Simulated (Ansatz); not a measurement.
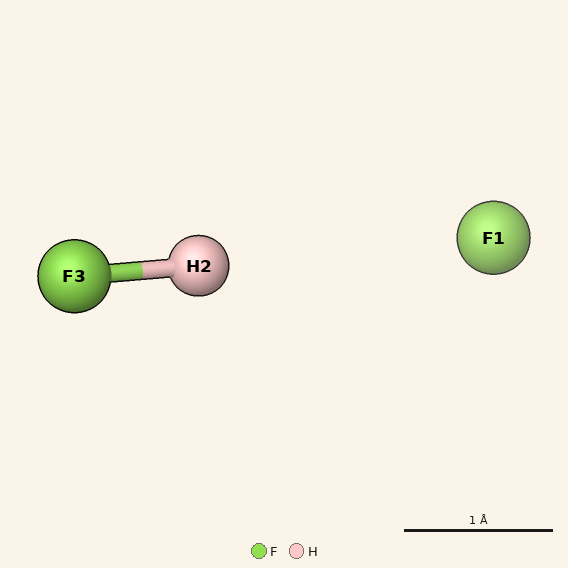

Figure made from data computed with Ansatz.

Orthographic view. Atoms fade into the background with distance from the viewer. Charge 0, doublet. Geometry: a fixed input geometry, not necessarily a minimum.

Give the distance matrix in Å.

| atom | F1 | H2 | F3 |
| --- | --- | --- | --- |
| F1 | 0.00 |  |  |
| H2 | 2.15 | 0.00 |  |
| F3 | 3.06 | 0.91 | 0.00 |
